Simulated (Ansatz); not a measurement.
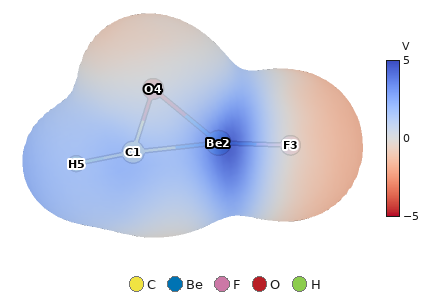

*CHBeFO (SMILES [F][Be-]1[CH+][O]1). The electrostatic potential painted on the density surface at 0.004 e/bohr³, seen at a tilt; red is negative and blue positive.*

Geometry: BLYP-D3(BJ)/def2-SVP.

All numbers below come from isolated molecule in a Gaussian basis; Kohn-Sham density functional theory, functional PBE0 in Ansatz 0.2.0.

```xyz
5

C     1.3203   -0.5194   -0.6860
Be    1.4511    1.1123   -0.9764
F     1.7528    2.4715   -1.1581
O     0.2272   -0.0234   -1.1277
H     1.3280   -1.6170   -0.4608
```

Question: Where is the surface potential most negative and most positive?

Answer: The most negative region (about −1.6 V) lies over F3, the most positive (about +4.5 V) over Be2.
